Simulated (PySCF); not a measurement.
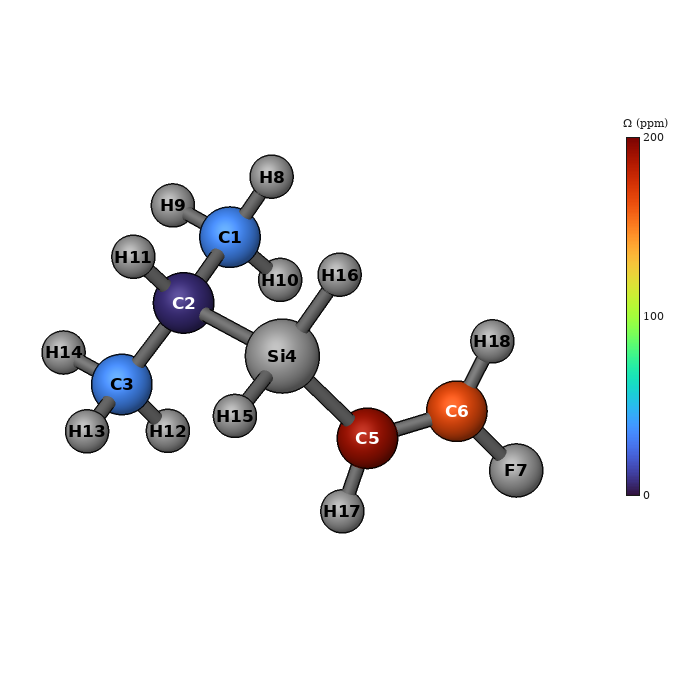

The C atoms are coloured by the span of their shielding tensor. Computed geometry: GFN2-xTB optimisation. No frequency run is at hand to confirm it as a minimum. Properties computed with GIAO PBE0/pcSseg-1 NMR shielding, non-relativistic, gas phase (PySCF 2.14.0). Principal shieldings σ11 ≤ σ22 ≤ σ33, span Ω = σ33 − σ11, skew κ = 3(σiso − σ22)/Ω.

Which C atom has the most anisotropic shielding?

C5, with a span of 190 ppm.

Give the shielding tensors of the C atoms.

| atom | σ11 | σ22 | σ33 | σiso | Ω | κ |
| --- | --- | --- | --- | --- | --- | --- |
| C1 | 151.6 | 161.8 | 187.0 | 166.8 | 35.4 | 0.42 |
| C2 | 166.3 | 170.7 | 174.1 | 170.4 | 7.7 | −0.15 |
| C3 | 152.1 | 160.2 | 187.4 | 166.5 | 35.3 | 0.54 |
| C5 | −14.8 | 96.6 | 175.7 | 85.8 | 190.5 | −0.17 |
| C6 | −91.5 | 71.8 | 74.1 | 18.2 | 165.6 | −0.97 |

Shieldings and span in ppm.

The geometry is semi-empirical. Around Si such bond lengths and angles can be off by a tenth of an ångström or more and by several degrees, and values that hang on the shape move with them.
